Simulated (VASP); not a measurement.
Band structure of YN (rock salt). Method: MS2 meta-GGA, VASP's PBE PAW potentials (set 64) (plane waves; VASP).

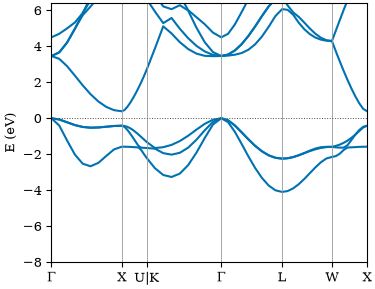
Fig. 1. Bands along high-symmetry lines, zero at the valence-band maximum or, without a gap, the Fermi level

### Question
Read the plot: is there a gap, and where are the band edges?

### Answer
The gap is indirect, 0.39 eV, from the valence maximum at Γ to the conduction minimum at X.

The compound is YN in the rock salt structure. It was relaxed first.
